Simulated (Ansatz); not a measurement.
**Ligand exchange: GaH2Br + Cd(CH3)(OH) → GaH2(OH) + Cd(CH3)Br**

Species: GaH2Br `[GaH2][Br]`, singlet; Cd(CH3)(OH), singlet; GaH2(OH), singlet; Cd(CH3)Br, singlet. The partners trade Br for OH: Ga–Br and Cd–OH bonds give way to Ga–OH and Cd–Br.

Shapes, held fixed at every level: PBE0-D4/def2-TZVP. Programs: Ansatz 0.2.0. Electronic energies: no zero-point or thermal term.

| level | kind | ΔE (kJ/mol) | less CCSD(T)/def2-TZVPP |
| --- | --- | --- | --- |
| HF/def2-SVP | Hartree–Fock | -94.0 | -23.3 |
| PBE-D4/def2-TZVPP | GGA | -63.0 | +7.7 |
| r2SCAN-D4/def2-TZVPP | meta-GGA | -68.9 | +1.8 |
| B3LYP-D4/def2-TZVPP | global hybrid | -69.2 | +1.5 |
| r2SCAN0-D4/def2-TZVPP | global hybrid | -74.3 | -3.6 |
| B2PLYP/def2-TZVPP | double hybrid | -70.8 | -0.1 |
| CCSD/def2-SVP | coupled cluster or CI | -84.9 | -14.2 |
| CCSD(T)/def2-TZVPP | coupled cluster or CI | -70.7 | 0.0 |

The highest level, CCSD(T)/def2-TZVPP, gives ΔE = -70.7 kJ/mol; the levels span -94.0 to -63.0. The column of differences is taken from that level and isn't an error. No measured value is set beside it here. For atoms past krypton def2 sets carry core potentials with scalar relativity. Relativity is left out for Br, Ga. Outer-core shells of Br, Cd, Ga are correlated in most correlated rows, in sets that cover them unevenly.

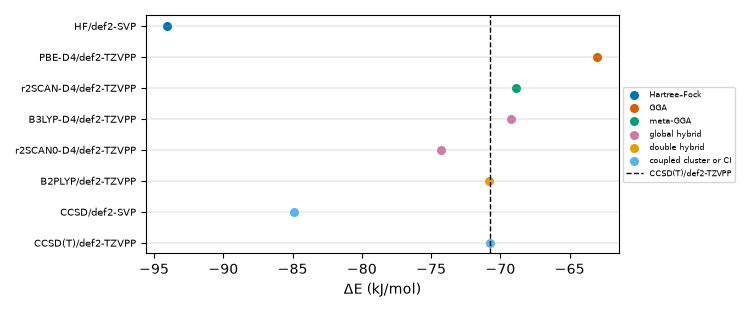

The values of the table, level by level.
